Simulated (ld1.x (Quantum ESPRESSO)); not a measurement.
**Gallium: generating and testing a TM potential**

Task: generate the file, and judge it by its errors in other configurations, its logarithmic derivatives, its ghosts and its cutoff.

Program: ld1.x (Quantum ESPRESSO) 7.5. Reference atom: PBE, scalar-relativistic, spherical and spin-unpolarised. All values are calculated.

## Step 1: Settings

The settings as typed:

- element: gallium (Ga, Z = 31)
- type: norm-conserving Troullier–Martins (Kleinman–Bylander form)
- frozen core: [Ar]
- valence charge: 13
- reference configuration: 3d10 4s1.5 4p1.5
- partial waves: 4s (bound): rc 1.85 bohr; 4p (bound): rc 2.50 bohr; 3d (bound): rc 0.65 bohr
- local potential: all-electron potential smoothed inside 1.00 bohr (lloc = -2)
- core correction: not asked for

The nodes and maxima of the atom's own shells, from an earlier all-electron run, set the scale for the radii.

All-electron outer shells of the reference configuration (PBE, scalar-relativistic, ld1.x):

| shell | level (eV) | outermost node (bohr) | outermost maximum (bohr) |
| --- | --- | --- | --- |
| 3s | -149.12 | 0.27 | 0.56 |
| 3p | -99.85 | 0.24 | 0.56 |
| 3d | -20.12 | – | 0.53 |
| 4s | -9.52 | 0.81 | 1.87 |
| 4p | -2.98 | 0.87 | 2.50 |

## Step 2: The generation run

File Ga.in:

```
 &input
   title='Ga', zed=31., rel=1, dft='PBE', iswitch=3,
   config='[Ar] 3d10 4s1.5 4p1.5',
   nld=3, rlderiv=2.70, eminld=-3.0, emaxld=5.0, deld=0.02
 /
 &inputp
   pseudotype=2, tm=.true., lloc=-2, rcloc=1.00,
   nlcc=.false.,
   file_pseudopw='Ga.UPF', file_wfcaegen='ae.wfc', file_wfcncgen='nc.wfc', file_beta='beta', file_chi='chi'
 /
3
4S  1  0   1.50   0.00  1.85  1.85  0.0
4P  2  1   1.50   0.00  2.50  2.50  0.0
3D  3  2  10.00   0.00  0.65  0.65  0.0
 &test
   configts(1)='3d10 4s1.5 4p1.5'
 /
```

The run is started by

```bash
ld1.x < Ga.in > Ga.out
```

What the program wrote to Ga.out (without the banner and most projector matrices):

```text
     Program LD1 v.7.5
     --------------------------- All-electron run ----------------------------

     Ga
     scalar relativistic calculation

     atomic number is 31.00
     dft =PBE   lsd =0 sic =0 latt =0  beta=0.20 tr2=1.0E-14
     Exchange-correlation= PBE
                           (   1   4   3   4   0   0   0)
     mesh =1205 r(mesh) = 101.09016 a.u. xmin = -7.00 dx = 0.01250
     1 Ry =  13.60569312 eV, c = 137.03599908

     n l     nl                  e(Ry)          e(Ha)          e(eV)
     1 0     1S 1( 2.00)      -751.9623      -375.9811    -10230.9678
     2 0     2S 1( 2.00)       -92.8495       -46.4248     -1263.2818
     2 1     2P 1( 6.00)       -80.8335       -40.4167     -1099.7953
     3 0     3S 1( 2.00)       -10.9603        -5.4801      -149.1218
     3 1     3P 1( 6.00)        -7.3392        -3.6696       -99.8548
     3 2     3D 1(10.00)        -1.4790        -0.7395       -20.1234
     4 0     4S 1( 1.50)        -0.6997        -0.3499        -9.5201
     4 1     4P 1( 1.50)        -0.2189        -0.1095        -2.9788

     final scf error:  7.3E-15 reached in  29 iterations

     Etot =   -3887.641863 Ry,   -1943.820931 Ha,  -52894.062155 eV

     Ekin =    3953.732871 Ry,    1976.866436 Ha,   53793.276136 eV
     Encl =   -9366.674892 Ry,   -4683.337446 Ha, -127440.104162 eV
     Eh   =    1676.175873 Ry,     838.087936 Ha,   22805.534542 eV
     Exc  =    -150.875714 Ry,     -75.437857 Ha,   -2052.768670 eV

     normalization and overlap integrals

     s(1S/1S) =  1.000000  <r> =   0.0486  <r2> =    0.0032  r(max) =   0.0319
     s(2S/2S) =  1.000000  <r> =   0.2178  <r2> =    0.0560  r(max) =   0.1833
     s(2P/2P) =  1.000000  <r> =   0.1907  <r2> =    0.0446  r(max) =   0.1464
     s(3S/3S) =  1.000000  <r> =   0.6518  <r2> =    0.4906  r(max) =   0.5647
     s(3P/3P) =  1.000000  <r> =   0.6791  <r2> =    0.5441  r(max) =   0.5647
     s(3D/3D) =  1.000000  <r> =   0.8085  <r2> =    0.8566  r(max) =   0.5305
     s(4S/4S) =  1.000000  <r> =   2.3164  <r2> =    6.2373  r(max) =   1.8748
     s(4P/4P) =  1.000000  <r> =   3.3081  <r2> =   13.1771  r(max) =   2.4993

     ------------------------ End of All-electron run ------------------------

     --------------------- Generating NC pseudopotential ---------------------

      Generating local potential from pseudized AE potential:
      Matching radius rcloc =   1.0000
      Enforcing V''(0)=0 (lloc=-2)

      Local pseudo, rcloc= 0.991 Estimated cut-off energy=    32.24 Ry

      Wfc   4S  rcut= 1.852  Using Troullier-Martins method

      Wfc   4P  rcut= 2.499  Using Troullier-Martins method

      Wfc   3D  rcut= 0.648  Using Troullier-Martins method

     ------------------- End of pseudopotential generation -------------------

     [... the all-electron block is printed once more ...]


     Computing logarithmic derivative in   2.71090
     Computing logarithmic derivative in   2.71090
     Computing the partial wave expansion
     R is outside the sphere for l=    0 j= 0.00
     R is outside the sphere for l=    1 j= 0.00
     R is outside the sphere for l=    2 j= 0.00

     ---------------------- Testing the pseudopotential ----------------------

     Ga
     scalar relativistic calculation

     atomic number is 31.00   valence charge is 13.00
     dft =PBE   lsd =0 sic =0 latt =0  beta=0.20 tr2=1.0E-14
     mesh =1205 r(mesh) = 101.09016 xmin = -7.00 dx = 0.01250

     n l     nl             e AE (Ry)        e PS (Ry)    De AE-PS (Ry)
     3 2     3D   1(10.00)       -1.47904       -1.47886       -0.00018
     1 0     4S   1( 1.50)       -0.69971       -0.69972        0.00000
     2 1     4P   1( 1.50)       -0.21894       -0.21894        0.00000

     eps = 3.1E-15  iter = 25

     Etot =   -3887.641863 Ry,   -1943.820931 Ha,  -52894.062155 eV
     Etotps =  -153.829799 Ry,     -76.914900 Ha,   -2092.961041 eV

     Ekin =     248.719142 Ry,     124.359571 Ha,    3383.996325 eV
     Encl =    -380.780009 Ry,    -190.390004 Ha,   -5180.775946 eV
     Ehrt =     143.833758 Ry,      71.916879 Ha,    1956.957970 eV
     Ecxc =     -20.622092 Ry,     -10.311046 Ha,    -280.577856 eV
     Epseu=    -144.980599 Ry,     -72.490299 Ha,   -1972.561535 eV

     ---------------------- End of pseudopotential test ----------------------
```

It took 1.9 s on 1 thread of Neoverse-V1, shared host. This counts the later configuration tests of the new file too.

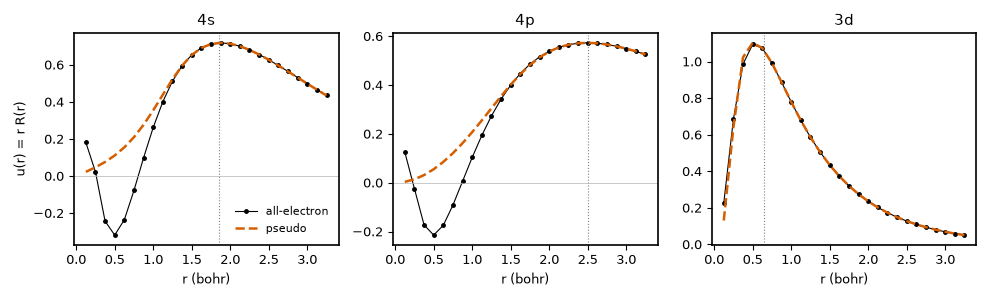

Bound waves of the atom and their pseudo partners (4s, 4p, 3d), with the matching radii dotted. The curves join 26 sampled radii, too few to resolve the innermost nodes.

## Step 3: Configuration tests

File Ga.test.in:

```
 &input
   title='Ga', zed=31., rel=1, dft='PBE', iswitch=2,
   config='[Ar] 3d10 4s1.5 4p1.5'
 /
 &test
   file_pseudo='Ga.UPF', nconf=8,
   configts(1)='3d10 4s1.5 4p1.5',
   configts(2)='3d10 4s2 4p1',
   configts(3)='3d10 4s2 4p0',
   configts(4)='3d10 4s1 4p0',
   configts(5)='3d10 4s2 4p0.5',
   configts(6)='3d9 4s0 4p0',
   configts(7)='3d10 4s0 4p0',
   configts(8)='3d10 4s2 4p1.3'
 /
```

The run is started by

```bash
ld1.x < Ga.test.in > Ga.test.out
```

Ga.test.out, the pseudopotential blocks, each with the warnings that came before it:

```text
     ---------------------- Testing the pseudopotential ----------------------

     Ga
     scalar relativistic calculation

     atomic number is 31.00   valence charge is 13.00
     dft =PBE   lsd =0 sic =0 latt =0  beta=0.20 tr2=1.0E-14
     mesh =1205 r(mesh) = 101.09016 xmin = -7.00 dx = 0.01250

     n l     nl             e AE (Ry)        e PS (Ry)    De AE-PS (Ry)
     3 2     3D   1(10.00)       -1.47904       -1.47886       -0.00018
     1 0     4S   1( 1.50)       -0.69971       -0.69972        0.00000
     2 1     4P   1( 1.50)       -0.21894       -0.21894        0.00000

     eps = 8.9E-16  iter = 34

     Etot =   -3887.641863 Ry,   -1943.820931 Ha,  -52894.062155 eV
     Etotps =  -153.829799 Ry,     -76.914900 Ha,   -2092.961039 eV

     Ekin =     248.719142 Ry,     124.359571 Ha,    3383.996326 eV
     Encl =    -380.780009 Ry,    -190.390004 Ha,   -5180.775945 eV
     Ehrt =     143.833758 Ry,      71.916879 Ha,    1956.957969 eV
     Ecxc =     -20.622092 Ry,     -10.311046 Ha,    -280.577856 eV
     Epseu=    -144.980599 Ry,     -72.490299 Ha,   -1972.561534 eV

     ---------------------- End of pseudopotential test ----------------------

     ---------------------- Testing the pseudopotential ----------------------

     Ga
     [...]
     n l     nl             e AE (Ry)        e PS (Ry)    De AE-PS (Ry)
     3 2     3D   1(10.00)       -1.40782       -1.40683       -0.00099
     1 0     4S   1( 2.00)       -0.65769       -0.65756       -0.00013
     2 1     4P   1( 1.00)       -0.18956       -0.18946       -0.00010

     eps = 9.7E-16  iter = 40

     Etot =   -3887.879138 Ry,   -1943.939569 Ha,  -52897.290452 eV
     Etotps =  -154.067099 Ry,     -77.033549 Ha,   -2096.189663 eV
     dEtot_ae =      -0.237276 Ry
     dEtot_ps =      -0.237299 Ry,   Delta E=       0.000024 Ry

     [...]
     ---------------------- End of pseudopotential test ----------------------

     ---------------------- Testing the pseudopotential ----------------------

     Ga
     [...]
     n l     nl             e AE (Ry)        e PS (Ry)    De AE-PS (Ry)
     3 2     3D   1(10.00)       -2.01549       -2.01575        0.00026
     1 0     4S   1( 2.00)       -1.20034       -1.20101        0.00067
     2 1     4P   1( 0.00)       -0.66647       -0.66677        0.00030

     eps = 2.7E-15  iter = 27

     Etot =   -3887.461073 Ry,   -1943.730537 Ha,  -52891.602393 eV
     Etotps =  -153.648999 Ry,     -76.824500 Ha,   -2090.501133 eV
     dEtot_ae =       0.180789 Ry
     dEtot_ps =       0.180800 Ry,   Delta E=      -0.000011 Ry

     [...]
     ---------------------- End of pseudopotential test ----------------------

     BEWARE! Errors in PS-KS equations
     Warning: n=1, l=0 expected 0 nodes, found 1
     Warning: n=2, l=1 expected 0 nodes, found 1
     Warning: n=3, l=2 expected 0 nodes, found 1
     ---------------------- Testing the pseudopotential ----------------------

     Ga
     [...]
     n l     nl             e AE (Ry)        e PS (Ry)    De AE-PS (Ry)
     3 2     3D   1(10.00)       -2.89274       -3.83320        0.94047  !
     1 0     4S   1( 1.00)       -1.91606       -1.91512       -0.00094
     2 1     4P   1( 0.00)       -1.30377       -1.30377        0.00000

     eps = 9.8E-15  iter = 66

     Etot =   -3885.908206 Ry,   -1942.954103 Ha,  -52870.474558 eV
     Etotps =  -151.718209 Ry,     -75.859105 Ha,   -2064.231398 eV
     dEtot_ae =       1.733656 Ry
     dEtot_ps =       2.111590 Ry,   Delta E=      -0.377933 Ry

     [...]
     ---------------------- End of pseudopotential test ----------------------

     ---------------------- Testing the pseudopotential ----------------------

     Ga
     [...]
     n l     nl             e AE (Ry)        e PS (Ry)    De AE-PS (Ry)
     3 2     3D   1(10.00)       -1.68964       -1.68905       -0.00059
     1 0     4S   1( 2.00)       -0.91338       -0.91349        0.00010
     2 1     4P   1( 0.50)       -0.41320       -0.41313       -0.00007

     eps = 9.1E-15  iter = 26

     Etot =   -3887.729917 Ry,   -1943.864958 Ha,  -52895.260192 eV
     Etotps =  -153.917915 Ry,     -76.958958 Ha,   -2094.159921 eV
     dEtot_ae =      -0.088054 Ry
     dEtot_ps =      -0.088116 Ry,   Delta E=       0.000062 Ry

     [...]
     ---------------------- End of pseudopotential test ----------------------

     ---------------------- Testing the pseudopotential ----------------------

     Ga
     [...]
     n l     nl             e AE (Ry)        e PS (Ry)    De AE-PS (Ry)
     3 2     3D   1( 9.00)       -5.56487       -5.57428        0.00941  !
     1 0     4S   1( 0.00)       -3.74360       -3.74360        0.00000
     2 1     4P   1( 0.00)       -2.94776       -2.95669        0.00893  !

     eps = 1.3E-16  iter = 12

     Etot =   -3878.914899 Ry,   -1939.457449 Ha,  -52775.325765 eV
     Etotps =  -145.117799 Ry,     -72.558899 Ha,   -1974.428237 eV
     dEtot_ae =       8.726964 Ry
     dEtot_ps =       8.712000 Ry,   Delta E=       0.014963 Ry

     [...]
     ---------------------- End of pseudopotential test ----------------------

     ---------------------- Testing the pseudopotential ----------------------

     Ga
     [...]
     n l     nl             e AE (Ry)        e PS (Ry)    De AE-PS (Ry)
     3 2     3D   1(10.00)       -3.85756       -3.83320       -0.02436  !
     1 0     4S   1( 0.00)       -2.68834       -2.68834        0.00000
     2 1     4P   1( 0.00)       -1.99942       -1.99740       -0.00202

     eps = 4.7E-16  iter =  9

     Etot =   -3883.609747 Ry,   -1941.804873 Ha,  -52839.202424 eV
     Etotps =  -149.803090 Ry,     -74.901545 Ha,   -2038.174874 eV
     dEtot_ae =       4.032116 Ry
     dEtot_ps =       4.026709 Ry,   Delta E=       0.005407 Ry

     [...]
     ---------------------- End of pseudopotential test ----------------------

     ---------------------- Testing the pseudopotential ----------------------

     Ga
     [...]
     n l     nl             e AE (Ry)        e PS (Ry)    De AE-PS (Ry)
     3 2     3D   1(10.00)       -1.26683       -1.26575       -0.00108
     1 0     4S   1( 2.00)       -0.52577       -0.52562       -0.00015
     2 1     4P   1( 1.30)       -0.07511       -0.07507       -0.00005

     eps = 3.6E-15  iter = 35

     Etot =   -3887.918382 Ry,   -1943.959191 Ha,  -52897.824395 eV
     Etotps =  -154.106324 Ry,     -77.053162 Ha,   -2096.723346 eV
     dEtot_ae =      -0.276520 Ry
     dEtot_ps =      -0.276524 Ry,   Delta E=       0.000005 Ry

     [...]
     ---------------------- End of pseudopotential test ----------------------
```

1 test gave no usable energy difference (3d10 4s1 4p0).

The tests as a table, with energies relative to 3d10 4s1.5 4p1.5.

| valence configuration | charge | ΔE all-electron (eV) | error AE − PS (meV) |
| --- | --- | --- | --- |
| 3d10 4s2 4p1 | 0 | -3.228 | +0.3 |
| 3d10 4s2 4p0 | +1 | 2.460 | -0.1 |
| 3d10 4s2 4p0.5 | +0.5 | -1.198 | +0.8 |
| 3d9 4s0 4p0 | +4 | 118.736 | +204 |
| 3d10 4s0 4p0 | +3 | 54.860 | +74 |
| 3d10 4s2 4p1.3 | -0.3 | -3.762 | +0.1 |

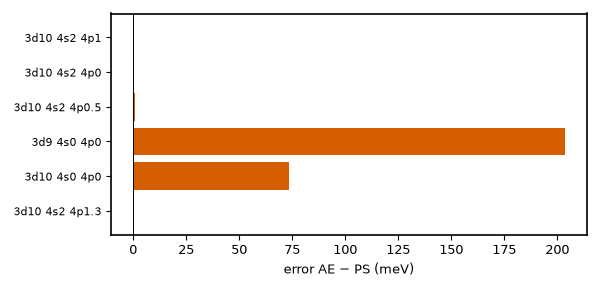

Error of the potential in each test configuration.

## Step 4: Does it scatter like the atom?

Taken from the files of the generation run. The phase is arctan(r·u′/u) with u = r·R, unwrapped, with energies in Ry. A pole is an energy at which the radial function vanishes at the test radius. The pseudo phase is shifted by a multiple of π to meet the all-electron one at the reference energy. Levels narrower than the energy grid can be missing from the poles. The last column is the largest difference on the grid between −1 and +1 Ry.

| channel | radius (bohr) | reference (Ry) | poles AE | poles PS | window around the reference with phases within 0.05 rad (Ry) | largest difference near zero (rad) |
| --- | --- | --- | --- | --- | --- | --- |
| s | 2.71 | -0.70 | 0.23 | -1.31, 0.25 | -1.2 to 2.5 | 0.007 |
| p | 2.71 | -0.22 | 1.27 | 1.19, 3.99 | below 1.9 | 0.009 |
| d | 2.71 | -1.48 | -1.45, 3.15 | -1.45, 3.19 | the whole range | 0.013 |

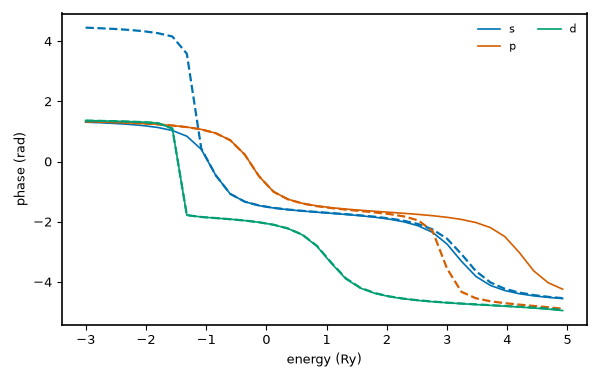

All-electron (solid) and pseudo (dashed) phases against energy.

## Step 5: Cutoff and ghost test in a Bessel basis

This step uses the generator's waves and projectors in a separate script. Basis: spherical Bessel functions vanishing at 20 bohr, q² up to the cutoff; potential fixed at the reference.

All-electron valence levels (Ry): 4s -0.6997, 4p -0.2189, 3d -1.4790. The lowest levels of each channel (Ry) by cutoff; the last column sums, over occupied levels, occupation times the distance from the level at 400 Ry. A positive value at high cutoff is not a bound level.

| cutoff (Ry) | s #1 | s #2 | p #1 | d #1 | f #1 | Σ f·Δε (mRy) |
| --- | --- | --- | --- | --- | --- | --- |
| 8 | -0.6796 | -0.0327 | -0.2177 | 0.0443 | 0.1021 | 15236.1 |
| 18 | -0.7005 | -0.0333 | -0.2189 | 0.0433 | 0.1021 | 15195.2 |
| 35 | -1.1568 | -0.6993 | -0.2189 | 0.0421 | 0.1021 | 15182.7 |
| 55 | -1.3026 | -0.6996 | -0.2189 | 0.0403 | 0.1021 | 15164.6 |
| 90 | -1.3037 | -0.6997 | -0.2189 | 0.0286 | 0.1021 | 15046.8 |
| 140 | -1.3042 | -0.6997 | -0.2189 | -0.3056 | 0.1021 | 11705.1 |
| 230 | -1.3043 | -0.6997 | -0.2189 | -1.1763 | 0.1021 | 2998.4 |
| 400 | -1.3043 | -0.6997 | -0.2189 | -1.4761 | 0.1021 | 0.0 |

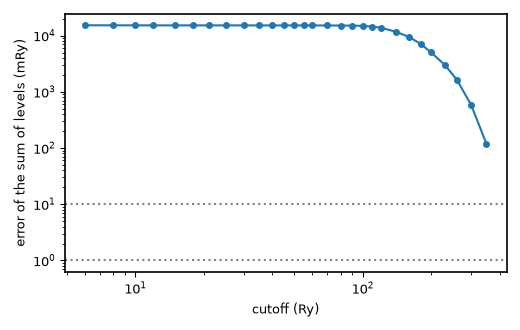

Occupation-weighted error of the valence levels against the cutoff; the dotted lines mark 10 and 1 mRy.

The sum stays within 10 mRy only somewhere over 300 Ry and within 1 mRy only somewhere over 300 Ry. The sum leaves out empty levels, which can need more. Ghost test: ghost state, bound below the all-electron valence or empty levels of the same l: s at -17.7 eV.

## Step 6: What came out

| quantity | value |
| --- | --- |
| cutoffs for 10 and 1 mRy, occupied levels | over 300 Ry and over 300 Ry |
| bound ghosts | s at -17.75 eV |
| largest test error (AE − PS) | +204 meV, for 3d9 4s0 4p0 (1 test unsolved) |
| largest phase difference near zero energy, channels read | 0.013 rad |

A bound ghost (s) makes it unfit for use: electrons can fall into a state that the atom doesn't have. By total energies transferability is fair for so large an energy: the largest error is 204 meV on 118.7 eV, for 3d9 4s0 4p0. That test lies far up in energy; among those under 40 eV, nearer to bonding, the largest error is 0.8 meV. Of the tests 1 gave no usable energy difference, which is a warning in itself. The potential is very hard: the looser tolerance needs over 300 Ry. The slowest occupied level is 3d: taken alone it needs over 300 Ry to come within 1 mRy, against 35 Ry for 4s. Near zero energy the phases of the channels with partial waves agree within 0.013 rad. The pseudo curves have a pole with no partner nearby in the atom's: s at -1.31 Ry.
